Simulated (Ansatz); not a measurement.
## Effect of C interstitial (started 1.69 Å from the nearest host atom) on TiC

Base system: a 16-atom supercell of TiC in the rock salt structure (space group Fm-3m, No. 225; a = 4.3278 Å) at its relaxed geometry.

Now apply this change: a neutral C interstitial (started 1.69 Å from the nearest host atom), atoms relaxed at fixed cell, starting from a slightly rattled geometry.

Calculations: Ansatz (a quantum-chemistry and plane-wave program), r2SCAN, PAW, cutoff 500 eV, scalar-relativistic without spin-orbit coupling. k-mesh 7×7×7 (Γ-centred); smearing 0.05 eV (Fermi–Dirac).

- Pressure = 13.3 GPa (base 0.0 GPa)
- Largest displacement of a host atom from its site in the perfect cell = 0.26 Å
- Final site of the added atom = 2 C at 1.47 Å and 4 Ti at 1.91–2.13 Å

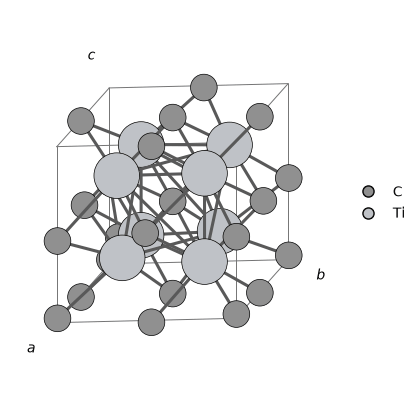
Figure. The relaxed cell after the change

The cell is small, so the values are those of an ordered compound at a high defect concentration; dilute-limit values will differ. All final runs are without spin polarisation. The defect cell is not spin-polarised.
